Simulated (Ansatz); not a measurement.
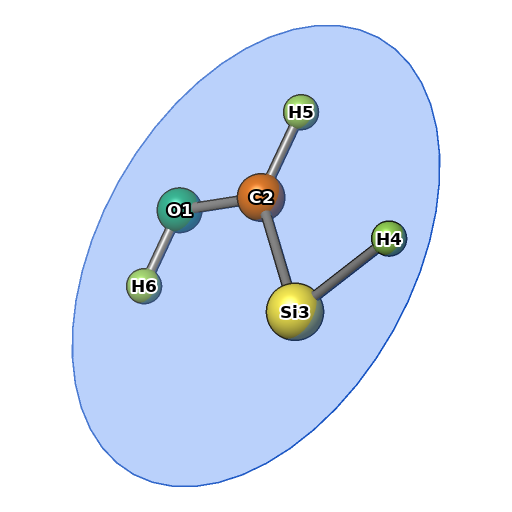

A disc through the centre of mass is drawn in. Depth is shown by fading: the farther an atom, the more it takes the colour of the background. The species is neutral and a spin doublet. The geometry was computed by an optimisation with PBE0-D4/def2-TZVP. No frequency run is at hand to confirm it as a minimum.

> Is the plane of the disc a mirror plane of the structure?

Yes. The reflection leaves O1, C2, Si3, H4, H5, H6 in place. The point group is Cs.
